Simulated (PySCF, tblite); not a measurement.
**C₃H₁₁ClOSi₃: geometry, infrared bands and NMR shifts**

What infrared bands and NMR shifts should C₃H₁₁ClOSi₃ (`C=C(Cl)[SiH2]O[SiH2][SiH2]C`) show?

The runs use tblite 0.8.0 and PySCF 2.14.0, with density-fitted response routines of our own; the level of theory stands in each step. All values are computed, except where a source is named. Atoms are numbered from 0 throughout.

## 1. The molecule as given

19 atoms, charge 0, multiplicity 1; geometry from: force field or distance geometry start.

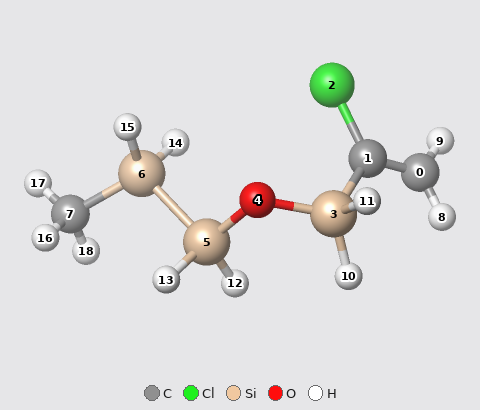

The starting geometry (carbon grey, chlorine green, silicon light orange, oxygen red, hydrogen white), atoms numbered.

## 2. Optimising the geometry with GFN2-xTB

The job: settings as JSON, then the geometry in Å.

```
{"job": {"kind": "relax", "xc": "GFN2-xTB", "basis": "xTB"}, "charge": 0, "multiplicity": 1}
C      3.877300     0.422300    -0.599900
C      2.834600     0.086800     0.176400
Cl     2.427200     1.105900     1.573700
Si     1.845300    -1.448200    -0.163300
O      0.304900    -1.423900     0.546400
Si    -0.949600    -0.870800    -0.465300
Si    -1.987500     0.798100     0.633800
C     -3.671200     1.099000    -0.106900
H      4.129800    -0.206900    -1.443200
H      4.456900     1.314900    -0.415300
H      1.877100    -1.679800    -1.597500
H      2.595000    -2.549600     0.529000
H     -0.537100    -0.479100    -1.795000
H     -1.982500    -1.926300    -0.600200
H     -1.121200     1.966400     0.587600
H     -2.083000     0.352100     2.038500
H     -4.315200     0.169800    -0.059600
H     -4.206700     1.940000     0.353700
H     -3.504200     1.338600    -1.185400
```

The run is started by

```
OMP_NUM_THREADS=1 python probes_run.py task.json out
```

This one command runs all jobs of the session in turn.

**Question.** This job is followed by: GFN2-xTB harmonic vibrations, gas phase; GIAO PBE0/pcSseg-1 NMR shielding, non-relativistic, gas phase. Predict these results of the whole session: strongest single infrared mode (GFN2-xTB); zero-point energy (GFN2-xTB); 13C shifts against TMS (PBE0/pcSseg-1); 1H shifts against TMS (PBE0/pcSseg-1, means over atoms taken as alike); 35Cl shifts against HCl (PBE0/pcSseg-1); 29Si shifts against TMS (PBE0/pcSseg-1); 17O shifts against H2O (PBE0/pcSseg-1); surface potential, least and greatest.

**Answer**, as computed:

```
                                                              quantity                                    value
                             strongest single infrared mode (GFN2-xTB)                    1111 cm⁻¹, 660 km/mol
                                          zero-point energy (GFN2-xTB)                            76.7 kcal/mol
                                13C shifts against TMS (PBE0/pcSseg-1)                  155.2, 134.7, -11.0 ppm
1H shifts against TMS (PBE0/pcSseg-1, means over atoms taken as alike)  6.24, 5.98, 5.70, 5.06, 4.31, -0.04 ppm
                               35Cl shifts against HCl (PBE0/pcSseg-1)                                  254 ppm
                               29Si shifts against TMS (PBE0/pcSseg-1)                  -24.7, -37.6, -80.7 ppm
                                17O shifts against H2O (PBE0/pcSseg-1)                                  6.3 ppm
                                 surface potential, least and greatest                       -0.55 V and 1.25 V
```

In words: Over 168 steps the energy fell by 0.887 eV; of the close pairs, Si3–O4 changed most, 1.696 to 1.605 Å. The lowest mode is slightly imaginary (10i cm⁻¹), a soft motion within the noise of the Hessian, so the minimum is not strictly shown. The strongest single mode, at 1111 cm⁻¹, moves mainly O4. Unscaled tight-binding wavenumbers are off by several per cent, some by more. Its intensities can rank the bands wrongly. C1 (fully substituted alkene carbon) lies farthest downfield among carbon, at 155.2 ppm; the olefinic region. At PBE0/pcSseg-1: The largest span, 483 ppm, is at Cl2, where the paramagnetic term is -455 ppm. By nearest atom (PBE0/pcSseg-1), the HOMO sits on Cl2 33 %; C0 28 % and the LUMO on C0, C1 about 22 % each; Si3 7 %.
